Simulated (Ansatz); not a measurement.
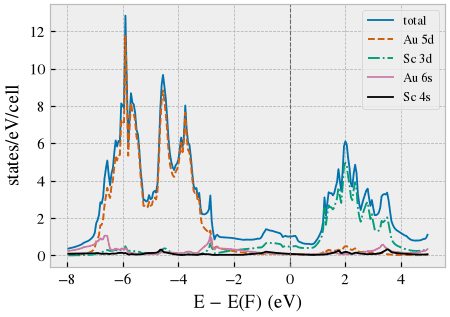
Figure: Total and projected density of states of ScAu$_{2}$ (MoSi2 or CaC2 type, I4/mmm), r²SCAN (plane waves, PAW; program Ansatz)

Question: Which orbitals carry the states next to the Fermi level?

Answer: Within 0.5 eV of the Fermi level: Sc 3d 51 %, Sc 4s 9 %, Au 6s 7 %, Au 5d 6 %, outside the projected shells 28 %. Projections are on Löwdin-orthogonalised atomic valence shells; empty p or d shells of many metals are not among them.

Question: Where is the tallest occupied peak in this window, and what makes it?

Answer: Near -5.9 eV, about 13 states/eV per cell; the largest projected share is Au 5d.

The workflow started from a Materials Project entry (that database holds measured and hypothetical structures alike); the Crystallography Open Database copy checked does not list it. With Sc and Au taken as one species the cell has the higher symmetry I4/mmm, so it may be an ordered model of a mixed-site phase. Its standing as an ambient phase is unchecked. The r²SCAN relaxation kept the symmetry of its start; whether a distortion lowers the energy is not shown. The run is not spin-polarised. Scalar-relativistic: spin–orbit coupling is off unless named, which matters more the heavier the elements.

Potentials: the later of the program's two PAW sets.
